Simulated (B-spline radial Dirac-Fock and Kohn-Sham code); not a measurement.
Silver in charge state +3 (Ag³⁺) in the configuration [Kr] 4d8. Computed with a B-spline radial code: independent-particle rates on relativistic LDA orbitals of the hole state (multipoles to L = 3), energies from Dirac–Fock ΔSCF.

Before looking at the plot, say what to expect. Its caption: X-ray emission lines that fill a K (1s) hole, broadened by a Gaussian of 230 eV full width, as by a silicon detector, on a logarithmic intensity axis. Multiplet splitting by the open shell is left out.

The strongest line is K-L3 (Kα1) at 22.161 keV with 54.6 % of the photons, then K-L2 (Kα2) at 21.988 keV (29 %), K-M3 (Kβ1) at 24.939 keV (9.2 %), K-M2 (Kβ3) at 24.908 keV (4.7 %), K-N3 at 25.456 keV (1.6 %). The hole has a width of 6.60 eV and a fluorescence yield of 0.830.

The computed plot:

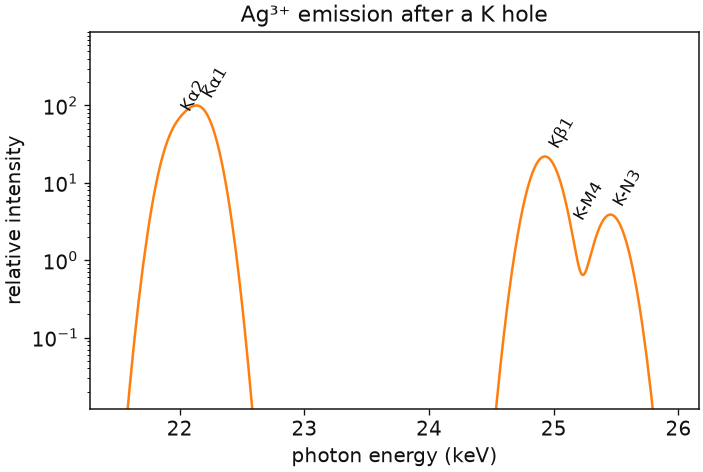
